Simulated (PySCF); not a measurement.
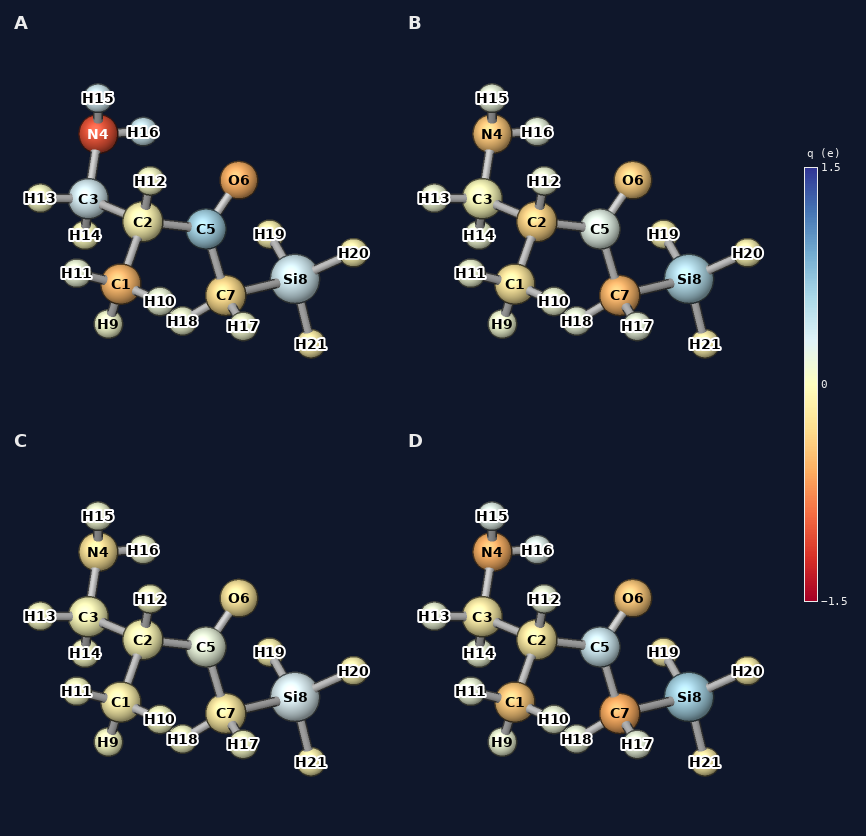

Atomic charges of one calculation by 4 schemes, on one colour scale. Computed geometry: GFN2-xTB optimisation. No frequency run is at hand to confirm it as a minimum. Level of theory: PBE0/pcSseg-1 (PySCF 2.14.0).

> The schemes are ESP-fitted, Hirshfeld, IAO, Mulliken. Which panel shows which?

A ESP-fitted, B Mulliken, C Hirshfeld, D IAO.

List the charges (e), one line for each set of equivalent atoms.

| atom | ESP-fitted | Mulliken | Hirshfeld | IAO |
| --- | --- | --- | --- | --- |
| C1 | −0.52 | −0.21 | −0.12 | −0.42 |
| C2 | −0.08 | −0.36 | −0.04 | −0.17 |
| C3 | 0.35 | −0.01 | −0.02 | −0.14 |
| N4 | −1.02 | −0.44 | −0.24 | −0.57 |
| C5 | 0.62 | 0.23 | 0.17 | 0.39 |
| O6 | −0.57 | −0.39 | −0.21 | −0.43 |
| C7 | −0.31 | −0.53 | −0.17 | −0.59 |
| Si8 | 0.36 | 0.54 | 0.30 | 0.62 |
| H9 | 0.09 | 0.11 | 0.04 | 0.14 |
| H10 | 0.15 | 0.12 | 0.04 | 0.14 |
| H11 | 0.15 | 0.12 | 0.05 | 0.15 |
| H12 | 0.06 | 0.13 | 0.04 | 0.15 |
| H13 | 0.04 | 0.13 | 0.05 | 0.14 |
| H14 | 0.00 | 0.12 | 0.04 | 0.13 |
| H15 | 0.37 | 0.17 | 0.11 | 0.24 |
| H16 | 0.40 | 0.18 | 0.10 | 0.25 |
| H17 | 0.10 | 0.17 | 0.06 | 0.17 |
| H18 | 0.11 | 0.16 | 0.05 | 0.16 |
| H19 | −0.08 | −0.08 | −0.08 | −0.11 |
| H20 | −0.07 | −0.07 | −0.07 | −0.11 |
| H21 | −0.14 | −0.11 | −0.09 | −0.14 |

The geometry is semi-empirical. Around Si such bond lengths and angles can be off by a tenth of an ångström or more and by several degrees, and values that hang on the shape move with them.
